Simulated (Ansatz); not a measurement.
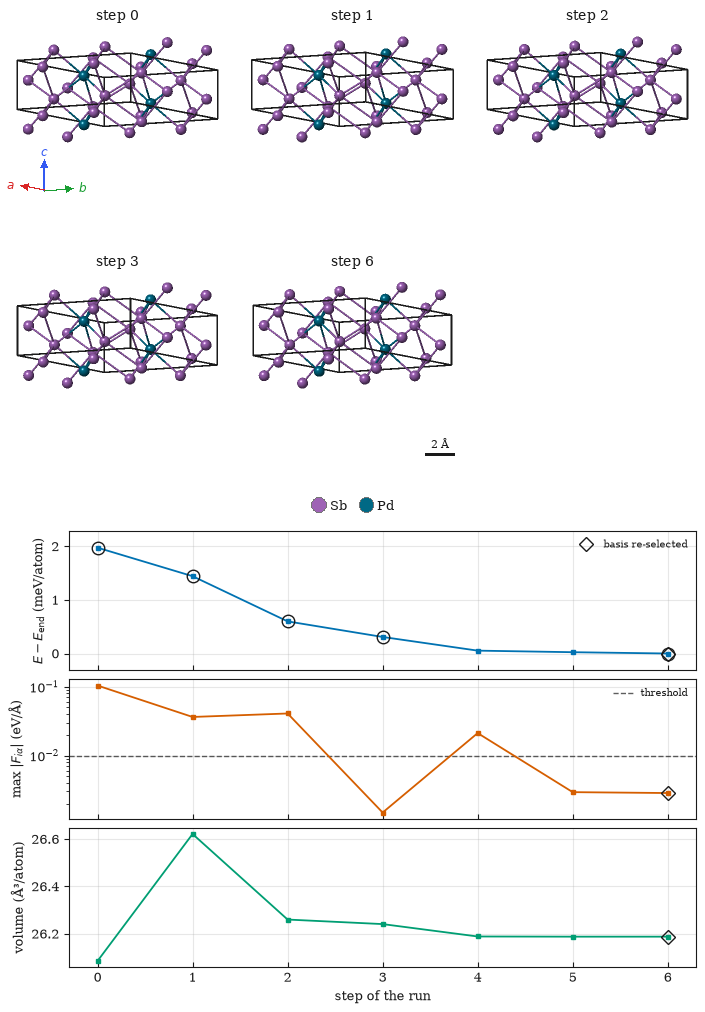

Frames of a relaxation of solid Sb3Pd (built on the Ni3Sn (D0_19)_194 type), marked on the history of the run. A ball-and-stick model of the cell of the calculation, seen from a free direction.

Case: Ni3Sn (D0_19) type (P6_3/mmc, No. 194).

Method: DFT PBE, scalar-relativistic, plane waves, PAW (Ansatz 0.2.0). Set-up: plane-wave cutoff 420 eV; k-point mesh 6 × 6 × 10; occupations gaussian; smearing width 0.1 eV; no spin polarisation; cell and atoms relaxed; force threshold 0.01 eV/Å; at most 80 steps.

**What happens along the run?**

After 5 accepted moves (6 points after the start) the energy has fallen by 2.0 meV per atom. The largest force component goes from 0.1 to 0.0028 eV/Å. Pressure: 0.35 GPa at the start and 0.02 GPa at the end. The SCF was repeated once at an unchanged geometry on a basis and grid sized afresh for the cell, which shifted the energy by less than 0.05 meV per atom at most. The largest moves relative to the cell, 0.029 Å, are those of Sb atoms. Pd stays in place. The drawn cell changes as follows: a = b 8.303 → 8.213 Å (−1.1 %), c 3.496 → 3.586 Å (+2.6 %); the volume changes by +0.4 %. Among the contacts that change: Sb–Sb 3.156 → 3.182 Å, Pd–Sb 2.783 → 2.771 Å. Bond angles that change, for instance: Pd–Sb–Pd 77.8° → 80.6°, Sb–Pd–Sb 77.8° → 80.6°, Sb–Pd–Sb 84.7° → 82.6°. The space group stays P6_3/mmc (No. 194). From step 0 to 1: Sb atoms move most (0.04 Å), volume +2.1 %, energy −0.5 meV per atom. From step 1 to 2: volume −1.4 %, energy −0.8 meV per atom. From step 2 to 3: energy −0.3 meV per atom. From step 3 to 6: volume −0.2 %, energy −0.3 meV per atom.
